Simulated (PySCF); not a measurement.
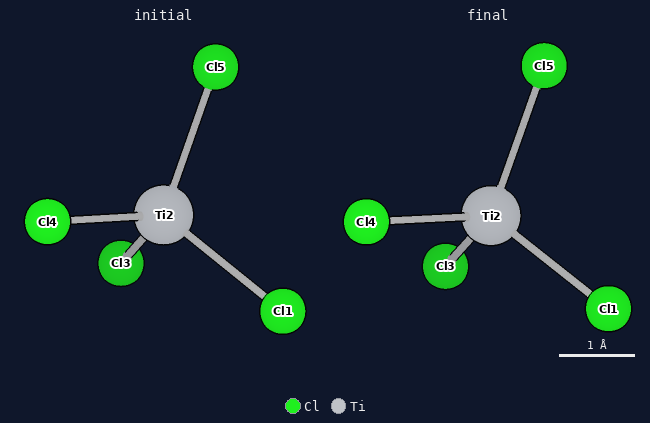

The structure of TiCl₄ before (left) and after (right) a relaxation, at one scale.

The picture is a ball-and-stick view, seen from a free direction.

The start comes from GFN2-xTB. Its atoms were then displaced at random by about 0.03 Å.

Theory: PBE0-D3(BJ)/def2-SVP geometry optimisation, gas phase in PySCF. 

Q: Describe what moved and what it gained.

A: Cl4 moves most after the best rigid fit: 0.085 Å. By element the largest moves are Cl 0.085 Å, Ti 0.033 Å. Among the contacts that change: Ti2–Cl4 2.051 → 2.155 Å, Cl1–Ti2 2.210 → 2.153 Å, Ti2–Cl5 2.123 → 2.152 Å, Ti2–Cl3 2.137 → 2.154 Å. Bond angles that change, for instance: Cl3–Ti2–Cl4 111.6° → 109.2°, Cl1–Ti2–Cl4 107.9° → 110.0°. The energy falls by 3.29 kcal/mol in 8 geometry steps. Cost: 44 s on 1 thread of Arm Neoverse V1 (shared host).
